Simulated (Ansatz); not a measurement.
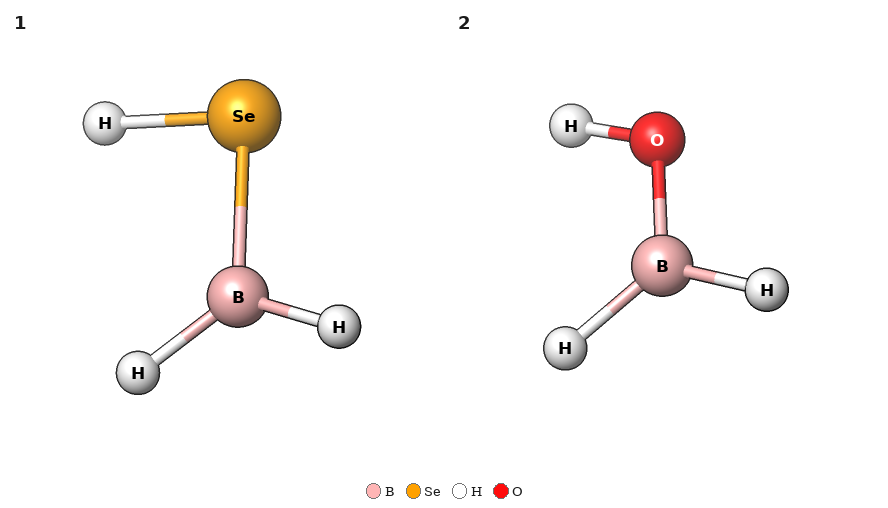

2 molecules with one skeleton, seen from the same side and at one scale. Each species is neutral and a spin singlet. Computed geometries: PBE0-D4/def2-TZVP optimisations, one conformation each. Properties computed with Ansatz 0.2.0.

One atom differs, called X below: Se in panel 1, O in panel 2. Their formulas are BH3Se (`B[SeH]`), BH3O (`BO`).

In which is the angle B–X–H larger (PBE0-D4/def2-TZVP)?

Answer. In panel 2 (X = O).

In which is the dipole moment larger (r2SCAN-D4/def2-TZVPP)?

Answer. In panel 2 (X = O).

Give the values. With PBE0-D4/def2-TZVP: length of X–B (Å), length of X–H (Å), angle B–X–H (°), harmonic zero-point energy (kJ/mol). With r2SCAN-D4/def2-TZVPP: dipole moment (D), HOMO energy (Kohn–Sham orbital) (eV), HOMO–LUMO gap (eV), vertical ionisation energy (eV).

```tsv
quantity	1 (Se)	2 (O)	2 − 1
length of X–B (Å)	1.899	1.348	−0.551
length of X–H (Å)	1.470	0.961	−0.509
angle B–X–H (°)	97.7	113.5	+15.8
dipole moment (D)	0.71	1.58	+0.87
HOMO energy (Kohn–Sham orbital) (eV)	−7.12	−7.69	−0.57
HOMO–LUMO gap (eV)	5.04	6.69	+1.65
vertical ionisation energy (eV)	10.36	11.56	+1.20
harmonic zero-point energy (kJ/mol)	75.8	93.0	+17.2
```
